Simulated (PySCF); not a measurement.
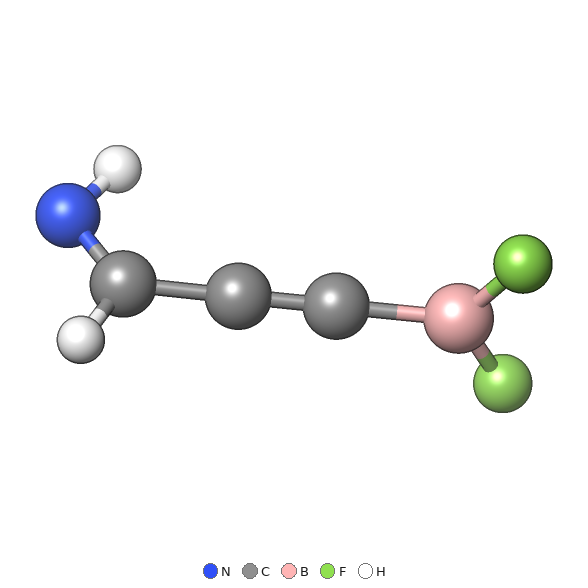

The geometry was computed by an optimisation with PBE0-D3(BJ)/def2-SVP. No frequency run is at hand to confirm it as a minimum.

Question: What is the molecular formula?

Answer: C3H2BF2N, 9 atoms: 3 carbon, 2 hydrogen, 1 boron, 2 fluorine and 1 nitrogen.

Question: What is the point group of this geometry?

Answer: Cs.

More results for the same structure follow; atom numbers are the same in all pictures, views and colours differ.

**Shape**

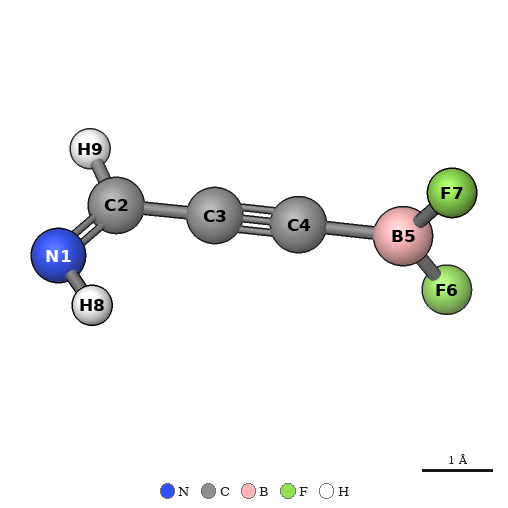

Numbered structure. No frequency run is at hand to confirm it as a minimum.

List the bonds and their lengths.

| bond | length (Å) | order |
| --- | --- | --- |
| N1–C2 | 1.273 | double |
| N1–H8 | 1.026 | single |
| C2–C3 | 1.434 | single |
| C2–H9 | 1.102 | single |
| C3–C4 | 1.220 | triple |
| C4–B5 | 1.525 | single |
| B5–F6 | 1.314 | single |
| B5–F7 | 1.314 | single |

**NMR shielding**

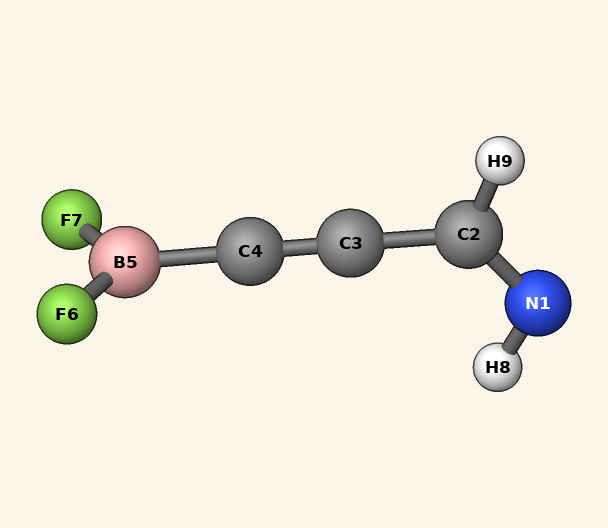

No frequency run is at hand to confirm it as a minimum. Properties computed with GIAO PBE0/def2-TZVP NMR shielding, non-relativistic, gas phase (PySCF 2.14.0). Principal shieldings σ11 ≤ σ22 ≤ σ33, span Ω = σ33 − σ11, skew κ = 3(σiso − σ22)/Ω.

Give the shielding tensors of the B atoms.

```tsv
atom	σ11	σ22	σ33	σiso	Ω	κ
B5	82.7	88.6	90.0	87.1	7.3	−0.62
```

Shieldings and span in ppm.

**Levels of theory compared**

No frequency run is at hand to confirm it as a minimum. Program: PySCF 2.14.0.

Tabulate dipole (D), HOMO–LUMO gap (eV), HOMO energy (eV) at these levels: PBE0/6-311+G(2d,p); PBE0/6-31G*; PBE0/IGLO-III; PBE0/aug-cc-pVDZ; PBE0/cc-pVDZ; PBE0/cc-pVTZ; PBE0/def2-SVP; PBE0/def2-TZVP; PBE0/pcSseg-0.

| level | dipole (D) | HOMO–LUMO gap (eV) | HOMO energy (eV) |
| --- | --- | --- | --- |
| PBE0/6-311+G(2d,p) | 0.36 | 6.51 | −8.66 |
| PBE0/6-31G* | 0.43 | 6.58 | −8.28 |
| PBE0/IGLO-III | 0.36 | 6.52 | −8.64 |
| PBE0/aug-cc-pVDZ | 0.38 | 6.50 | −8.61 |
| PBE0/cc-pVDZ | 0.21 | 6.55 | −8.36 |
| PBE0/cc-pVTZ | 0.31 | 6.54 | −8.55 |
| PBE0/def2-SVP | 0.23 | 6.47 | −8.38 |
| PBE0/def2-TZVP | 0.34 | 6.53 | −8.59 |
| PBE0/pcSseg-0 | 0.26 | 6.17 | −8.25 |

**Charges**

The questions are on IAO charges. No frequency run is at hand to confirm it as a minimum. Method: PBE0/6-311+G(2d,p), gas phase (PySCF 2.14.0).

Question: Which atom carries the highest charge (most positive or least negative)?

Answer: B5 (0.74 e).

Question: And the lowest?

Answer: N1 (−0.40 e).

List the IAO charges.

| atom | value (e) |
| --- | --- |
| N1 | −0.40 |
| C2 | 0.03 |
| C3 | 0.00 |
| C4 | −0.19 |
| B5 | 0.74 |
| F6 | −0.30 |
| F7 | −0.30 |
| H8 | 0.26 |
| H9 | 0.18 |
